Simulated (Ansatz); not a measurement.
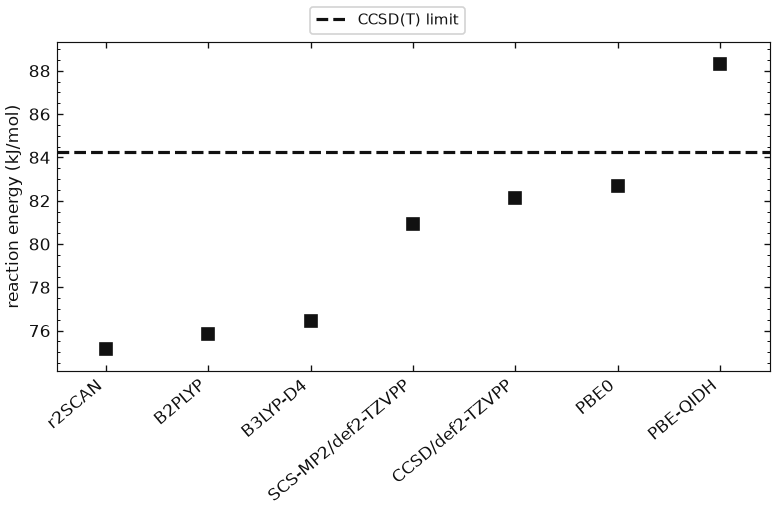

Electronic reaction energy of InHSBrF ([F][In]([SH])[Br]) + HF (F) → InHSF₂ ([F][In]([F])[SH]) + HBr (Br) (SMILES in brackets) at several levels (functionals in def2-TZVPP unless a basis is named), isolated molecules at PBE0-D4 triple-zeta geometries, minima by their frequencies, no zero-point or thermal terms, the Ansatz code 0.2.0. The line is frozen-core CCSD(T) at the basis limit (MP2 extrapolated from triple and quadruple zeta, plus CCSD(T) less MP2 in a smaller set). B2PLYP and PBE-QIDH hold a correlation term that converges slowly with the basis, so part of the distance to the limit is basis error. No dispersion term is added to r2SCAN, B2PLYP, PBE0 and PBE-QIDH. The distance of SCS-MP2/def2-TZVPP and CCSD/def2-TZVPP to the limit includes basis error. Core potentials past Kr.

What range do the values span, the line included?

From 75.2 kJ/mol (r2SCAN) to 88.3 kJ/mol (PBE-QIDH).

Which level comes closest to the line (CCSD(T) limit), and which misses most?

Closest PBE0 (82.7 kJ/mol), against 84.3 kJ/mol; farthest r2SCAN (75.2 kJ/mol).

Known limits of this run: no scalar relativity up to krypton; outer-core shells are correlated without core-valence functions, which makes the correlated values less sure; spin-orbit coupling is left out, and with In it can shift these values.
